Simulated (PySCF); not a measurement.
C2F6, SMILES `FC(F)(F)C(F)(F)F`.

Method: ωB97X/def2-TZVP; geometry: GFN2-xTB; program: PySCF. No frequency check shows the geometry to be a minimum.

Input

```python
import numpy as np
from pyscf import gto, scf, dft
from pyscf.scf import atom_ks, atom_hf
from scipy.linalg import block_diag

def solve(mol, dm0=None, hcore=None):
    mf = (dft.UKS if mol.spin else dft.RKS)(mol, xc='wb97x')
    mf.grids.level = 3
    mf = mf.density_fit(auxbasis='def2-universal-jkfit')
    mf.conv_tol, mf.max_cycle = 1e-8, 80
    if hcore is not None:
        mf.get_hcore = lambda *args: hcore
    mf.kernel(dm0)
    if not mf.converged:
        mf = mf.newton().run(mf.mo_coeff, mf.mo_occ, max_cycle=30)
    assert mf.converged, 'SCF not converged'
    return mf

mol = gto.M(atom='''
F      1.24415    -0.74659     0.99482
C      0.77938     0.00005    -0.00003
F      1.24380     1.23508     0.14910
F      1.24420    -0.48834    -1.14383
C     -0.77926    -0.00014    -0.00009
F     -1.24409     0.48355     1.14586
F     -1.24410    -1.23416    -0.15414
F     -1.24404     0.75052    -0.99172
''', basis='def2-tzvp', charge=0, spin=0, verbose=4)
mf = solve(mol)
mf.analyze()
# spherically averaged free atoms, for the promolecule
atm = atom_ks.get_atm_nrks(mol, xc='wb97x')
pro = block_diag(*[(atm[a[0]][2] * atm[a[0]][3]) @ atm[a[0]][2].T for a in mol._atom])
np.savez('result.npz', e=mf.e_tot, c=mf.mo_coeff, occ=mf.mo_occ, eps=mf.mo_energy, pro=pro, dip=mf.dip_moment(verbose=0), s2=mf.spin_square()[0])
```

Run with:

```sh
OMP_NUM_THREADS=1 python input.py
```

The run took 20 s on 1 thread of Intel(R) Xeon(R) Platinum 8488C (Sapphire Rapids) (shared host), peak memory 0.99 GiB.

Partitions, critical points and surface values were worked out afterwards from this run's density.

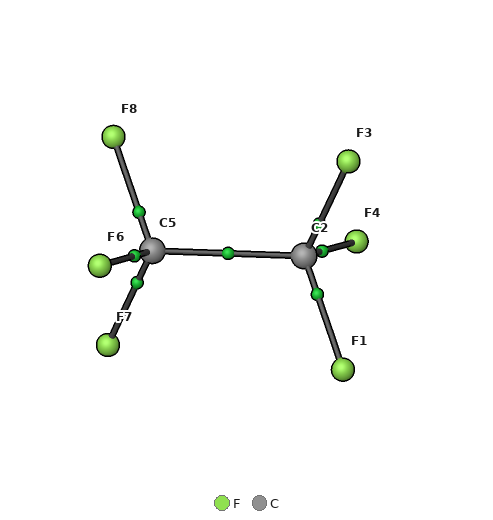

Molecular graph of the electron density (QTAIM): bond paths, bond critical points (green), ring points (magenta, if any); weak paths are dashed.

Q: How many critical points of each kind are there, and does the count close?

A: 8 nuclei, 7 bond, 0 ring and 0 cage critical points: 8 − 7 + 0 − 0 = 1, as the Poincaré–Hopf relation requires.

Q: Give the properties at the bond critical points.

A:
```csv
bond,length (Å),ρ (a.u.),∇²ρ (a.u.),ε,H (a.u.)
C5–F7 (6 alike),1.328,0.296,−0.46,0.11,−0.475
C2–C5,1.559,0.267,−0.77,0.00,−0.233
```

Q: What kind of interaction is C2–C5?

A: Shared-shell (covalent): ρ = 0.267, ∇²ρ = −0.77, H = −0.233 a.u.
